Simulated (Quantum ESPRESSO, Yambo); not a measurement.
# A GW chain in Yambo: GaAs (F-43m), part 3 of 3

Aim: the G0W0 gap of GaAs (F-43m) on PBE, step by step.

Quantum ESPRESSO 7.5 and Yambo 5.3.0; PBE and many-body steps on it, plane waves. Known limits of the many-body steps: not at the basis limit; exchange with frozen shells missing; no spin-orbit coupling; coarse k mesh.

So far. Step 3 (Bands along the symmetry lines): The gap is 0.514 eV, as in the run before at this level. Step 4 (Empty states on the mesh, 4×4×4 mesh, 116 bands): On this mesh the gap is 0.514 eV.

## (6) Screening and self-energy, 4×4×4 mesh, 116 bands, screening to 129.3 eV

G0W0 replaces the xc potential by the self-energy, built once from these orbitals. Only a window of levels is corrected, while the sums run over the empty bands that the input names.

This step: G0W0 on PBE, plane waves, norm-conserving pseudopotentials.

File gw1.in:

```
HF_and_locXC
gw0
dyson
ppa
em1d
rim_cut
RandQpts= 1000000
RandGvec= 1 RL
EXXRLvcs= 76 Ry
VXCRLvcs= 304 Ry
Chimod= "HARTREE"
% BndsRnXp
 1 | 116 |
%
NGsBlkXp= 9.5 Ry
% LongDrXp
 1 | 1 | 1 |
%
% GbndRnge
 1 | 116 |
%
DysSolver= "n"
ExtendOut
PPAPntXp= 27.21138 eV
% QPkrange
 1 | 8 | 12 | 18 |
%
```

Started as:

```bash
$ OMP_NUM_THREADS=1 mpirun -n 4 yambo -F gw1.in -J gw1 -C gw1 > gw1.log
```

The program printed:

```text
 Yambo, version 5.3.0

 [02] CORE Variables Setup
 =========================

  [... cell, symmetries and grids as in the set-up ...]

  [02.05] Energies & Occupations
  ==============================

  [X] === General ===
  [X] Electronic Temperature                        :  0.000000  0.000000 [eV K]
  [X] Bosonic    Temperature                        :  0.000000  0.000000 [eV K]
  [X] Finite Temperature mode                       : no
  [X] El. density                                   :  0.61975E+24 [cm-3]
  [X] Fermi Level                                   :  8.808015 [eV]

  [X] === Gaps and Widths ===
  [X] Conduction Band Min                           :  0.513686 [eV]
  [X] Valence Band Max                              :  0.000000 [eV]
  [X] Filled Bands                                  :  14
  [X] Empty Bands                                   :   15  116
  [X] Direct Gap                                    :  0.513686 [eV]
  [X] Direct Gap localized at k                     :  1
  [X] Indirect Gap                                  :  0.513686 [eV]
  [X] Indirect Gap between kpts                     :  1  1
  [X] Last valence band width                       :  3.339526 [eV]
  [X] 1st conduction band width                     :  4.109682 [eV]

 [03] Transferred momenta grid and indexing
 ==========================================

 IBZ Q-points                                      :   8
 BZ  Q-points                                      :   64

 K/Q-points units:
 rlu = crystal or reduced units; cc = cartesian coordinates; iku = interal k-units

 Q [1]          [rlu]:  0.000000  0.000000  0.000000
 Q [2]          [rlu]: -0.91587E-18 -0.91587E-18  0.25000
 Q [3]          [rlu]:  0.18317E-17  0.18317E-17 -0.50000
 Q [4]          [rlu]: -0.26116E-17  0.25000      0.25000
 Q [5]          [rlu]:  0.71282E-16  0.25000      0.50000
 Q [6]          [rlu]:  0.18317E-17  0.25000     -0.25000
 Q [7]          [rlu]:  0.52231E-17 -0.50000     -0.50000
 Q [8]          [rlu]:  0.250000 -0.500000 -0.250000

 [04] Coloumb potential Random Integration (RIM)
 ===============================================

  [04.01] RIM initialization
  ==========================

  * Diagonal components only detected *

  8 x (sBL volume)        :  0.101699 [a.u.]
  sBZ random points       :  1000000
  Points outside the sBZ  :   7987327
  RL volume               :  0.813588 [a.u.]
  Integrated volume       :  0.814879 [a.u.]

  [04.02] RIM integrals
  =====================

  Gamma point sphere radius             :  0.084669 [a.u.]
  Points outside the sphere             :   799513
  [Int_sBZ(q=0) 1/q^2]*(Vol_sBZ)^(-1/3) =:  7.764325
                                 should be <:  7.795600

  Summary of Coulomb integrals for non-metallic bands |Q|[au] RIM/Bare

  Q [1] 0.100000E-4 0.995988 * Q [2] 0.254653 1.066317
  Q [4] 0.294048 1.065091 * Q [6] 0.415847 1.027759
  Q [5] 0.487623 1.020584 * Q [3] 0.509306 1.018268
  Q [7] 0.588096 1.014689 * Q [8] 0.657511 1.011648

 [05] Dipoles
 ============

  [05.01] Setup: observables and procedures
  =========================================

 [06] Dynamic Dielectric Matrix (PPA)
 ====================================

 [WR./gw1//ndb.pp]---------------------------------------------------------------
  Brillouin Zone Q/K grids (IBZ/BZ)                :    8   64    8   64
  RL vectors                                       :   4279 [WF]
  Coulomb cutoff potential                         : none
  Electronic Temperature                           :  0.000000 [K]
  Bosonic    Temperature                           :  0.000000 [K]
  PPA    diel. fun.  energies                      : Perdew, Burke & Ernzerhof(X)+Perdew, Burke & Ernzerhof(C)
  wavefunctions                                    : Perdew, Burke & Ernzerhof(X)+Perdew, Burke & Ernzerhof(C)
  Global Gauge                                     : length
  X matrix size                                    :  181
  X band range                                     :    1  116
  X e/h energy range                               : -1.000000 -1.000000 [eV]
  X Time ordering                                  : R
  X Hxc Kernel                                     : HARTREE
  X Drude frequency                                :  0.000000  0.000000
  X poles                                          :  100.0000 [o/o]
  RL vectors in the sum                            :   4279
  [r,Vnl] included                                 : yes
  Field direction                                  :  0.577350E-5  0.577350E-5  0.577350E-5
  BZ energy Double Grid                            : no
  BZ energy DbGd points                            : 0
  BZ Q point size factor                           : -1.000000
  X Optical Averaged directions                    : none

 [07] Local Exchange-Correlation + Non-Local Fock
 ================================================

 [VXC] Plane waves :  27317
 [EXS] Plane waves :   3527

 QP @ state[ 1 ] K range:   1   8
 QP @ state[ 1 ] b range:  12  18

 [xc] Functional : Perdew, Burke & Ernzerhof(X)+Perdew, Burke & Ernzerhof(C)
 [xc] LIBXC used to calculate xc functional
  PP Number of Atomic Species                      :  2
  NLCC RL compoments                               :  27317
  PP Number of Atomic Species                      :  2
  NLCC RL compoments                               :  27317

 [xc] E_xc :  -20.08671 [Ha]
      E_xc :  -40.17342 [Ry]

  Local XC kind (lXC) : Perdew, Burke & Ernzerhof(X)+Perdew, Burke & Ernzerhof(C)
  Non-Local XC kind (nlXC) : Hartree-Fock

  Corrections @ K [1] :  [eV]
 <12|nlXC|12> = -15.66123  0.34621E-17 <12|lXC|12> = -13.35835  0.18881E-15
 <13|nlXC|13> = -15.66130 -0.13061E-16 <13|lXC|13> = -13.35835 -0.18882E-15
 <14|nlXC|14> = -15.66113  0.42986E-17 <14|lXC|14> = -13.35835 -0.47202E-16
 <15|nlXC|15> = -10.38568 -0.79121E-17 <15|lXC|15> = -13.90073  0.51443E-21
 <16|nlXC|16> = -6.912291 -0.32838E-18 <16|lXC|16> = -10.84098  0.18882E-15
 <17|nlXC|17> = -6.912289 -0.11166E-17 <17|lXC|17> = -10.84098 -0.18882E-15
 <18|nlXC|18> = -6.911951  0.36421E-17 <18|lXC|18> = -10.84098 -0.18882E-15

  Corrections @ K [2] :  [eV]
 <12|nlXC|12> = -15.90400 -0.42630E-17 <12|lXC|12> = -12.54785  0.23602E-16
 <13|nlXC|13> = -15.37932 -0.16948E-16 <13|lXC|13> = -12.85887 -0.33322E-20
 <14|nlXC|14> = -15.37922  0.20906E-18 <14|lXC|14> = -12.85887 -0.63425E-20
[...]
Corrections @ K [3] :  [eV]
[...]
Corrections @ K [4] :  [eV]
[...]
Corrections @ K [5] :  [eV]
[...]
[... 2 further k-points ...]
  Corrections @ K [8] :  [eV]
[...]
<14|nlXC|14> = -14.23868 -0.11774E-17 <14|lXC|14> = -10.93200 -0.23602E-16
 <15|nlXC|15> = -8.369392  0.41426E-17 <15|lXC|15> = -12.74421  0.18882E-15
 <16|nlXC|16> = -6.166453 -0.20265E-17 <16|lXC|16> = -10.29098 -0.94410E-16
 <17|nlXC|17> = -6.358997  0.16465E-17 <17|lXC|17> = -10.98809  0.41302E-16
 <18|nlXC|18> = -5.175929 -0.53611E-17 <18|lXC|18> = -9.762837  0.71553E-20

  [07.01] Hartree-Fock occupations report
  =======================================

  [Hartree-Fock] === General ===
  [Hartree-Fock] Electronic Temperature             :  0.000000  0.000000 [eV K]
  [Hartree-Fock] Bosonic    Temperature             :  0.000000  0.000000 [eV K]
  [Hartree-Fock] Finite Temperature mode            : no
  [Hartree-Fock] El. density                        :  0.61975E+24 [cm-3]
  [Hartree-Fock] Fermi Level                        :  8.808015 [eV]

  [Hartree-Fock] === Gaps and Widths ===
  [Hartree-Fock] Conduction Band Min                :  4.028739 [eV]
  [Hartree-Fock] Valence Band Max                   : -2.302782 [eV]
  [Hartree-Fock] Filled Bands                       :  14
  [Hartree-Fock] Empty Bands                        :   15  116
  [Hartree-Fock] Direct Gap                         :  6.331522 [eV]
  [Hartree-Fock] Direct Gap localized at k          :  1
  [Hartree-Fock] Indirect Gap                       :  6.331522 [eV]
  [Hartree-Fock] Indirect Gap between kpts          :  1  1
  [Hartree-Fock] Last valence band width            :  4.343423 [eV]
  [Hartree-Fock] 1st conduction band width          :  4.969443 [eV]

 [08] Dyson equation: Newton solver
 ==================================

  [08.01] G0W0 (W PPA)
  ====================

  [  GW  ] Bands range     :    1  116
  [GW/PPA] G damping       :  0.100000 [eV]

  QP @ state[ 1 ] K range:   1   8
  QP @ state[ 1 ] b range:  12  18

   Sc/G bands                                       :    1  116
   Sc/G damping                                     :  0.100000 ev
   Sc bands terminator                              : no
   Sx RL components                                 :   3527

   QP @ state[ 1 ] K range                          :   1   8
   QP @ state[ 1 ] b range                          :  12  18
   GF energies kind                                 : Perdew, Burke & Ernzerhof(X)+Perdew, Burke & Ernzerhof(C)
   GF WF`s kind                                     : Perdew, Burke & Ernzerhof(X)+Perdew, Burke & Ernzerhof(C)
   Xs energies kind                                 : Perdew, Burke & Ernzerhof(X)+Perdew, Burke & Ernzerhof(C)
   Xs WF`s kind                                     : Perdew, Burke & Ernzerhof(X)+Perdew, Burke & Ernzerhof(C)

 [11] Game Over & Game summary
```

The job ended after 3.5 min (4 MPI ranks of Arm Neoverse V1, shared host; peak memory 1.6 GiB; 14 min of CPU time).

This step gave:

| Quantity | Value |
| --- | --- |
| G0W0 gap on the mesh | 1.128 eV |
| starting gap on the mesh | 0.5137 eV |
| k of the valence top | 0, 0, 0 |
| k of the conduction bottom | 0, 0, 0 |
| least direct G0W0 gap on the computed points | 1.128 eV |
| Z at the valence top | 0.7968 |
| Z at the conduction bottom | 0.7970 |

The gap on the mesh goes from 0.51 eV to 1.13 eV, a correction of +0.61 eV.

Limits: finite bands, cutoff and mesh; exchange with frozen shells missing; no spin-orbit coupling; coarse k mesh. v1 is the top filled band, c1 the lowest empty one. The levels before and after the correction (eV, zero at the valence-band top of each column):

```
           conduction bottom  valence top
Kohn-Sham               0.51         0.00
     G0W0               1.13         0.00
```

```csv
,level,energy (eV)
Kohn-Sham,Γ v3-v1,0.000
Kohn-Sham,Γ c1,0.514
Kohn-Sham,Γ c2-c4,3.739
G0W0,Γ v3-v1,0.000
G0W0,Γ c1,1.128
G0W0,Γ c2-c4,4.435
```

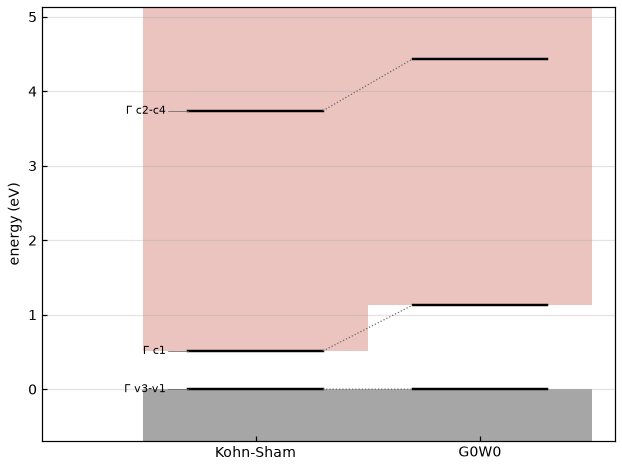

Levels before and after the correction. Shaded: valence and conduction bands.

## (7) Where the time went

Times are wall times on the hardware named with each run, good to a factor of about two.

```csv
step,time,share,memory (GiB)
ground state,6.7 s,3 %,0.26
bands along the symmetry lines,6.1 s,3 %,0.22
empty states on the mesh,7.6 s,3 %,0.33
conversion and set-up,2.6 s,1 %,0.25
screening and self-energy,3.5 min,90 %,1.6
```

## (8) Summary of results

```yaml
pbe_gap: 0.51 eV, direct
g0w0_gap_on_the_mesh: 1.13 eV
gw_settings: 4×4×4 mesh, 116 bands, screening to 129.3 eV, Godby-Needs plasmon pole
known_limits: not at the basis limit; exchange with frozen shells missing; no spin-orbit coupling; coarse k mesh
```

In words: G0W0 moves the gap on the mesh from 0.51 eV to 1.13 eV (+0.61 eV), with Z of 0.80 and 0.80 at the edges. The dearest step here is «screening and self-energy». Against experiment, by G0W0@PBE: the direct gap of 1.13 eV lies −0.38 eV from the measured 1.51 eV (exciton, 77 K, 2020); the direct gap of 1.13 eV lies −0.29 eV from the measured 1.42 eV (exciton, 300 K, 2014); the direct gap of 1.13 eV lies −0.28 eV from the measured 1.412 ± 0.01 eV (direct, 300 K, 2008); the direct gap of 1.13 eV lies −0.29 eV from the measured 1.418 ± 0.005 eV (direct, 300 K, 2008). An exciton line or allowed optical edge lies below the quasiparticle gap by the binding energy; a forbidden edge can push the onset above it. The calculation has static nuclei and no excitons; a measured gap holds zero-point and thermal motion, which mostly lowers it. Bands and cutoff are finite, so the gap is not at the basis limit. The miss can reach some tenths of an eV and take either sign; the mesh is an error of its own. The 4×4×4 mesh is coarse for this cell, which bears on the long-range parts of exchange and screening. The norm-conserving file of at least one element keeps a d shell over frozen s and p shells of the same row. Exchange with those shells is missing from the self-energy, an error of 0.3 to 0.9 eV in cases checked, whose sign depends on which edge lies on those atoms. The many-body steps are scalar-relativistic: spin-orbit coupling is not in them.

[Paths, hosts, dates, memory and timing lines, banners, echoed tables and standing remarks are left out of the program output.]

[Logs are printed without paths, hosts, clocks, repeated set-up lines and the standing remarks that a program may print on its own settings, such as how far it seeks lower states.]

[Runs of the session that timed out or met a known fault of the program may be left out.]

[Hosts, paths, dates, database ids (printed as entryN), source tags and the programs' standing remarks are cut or masked in the printed files.]
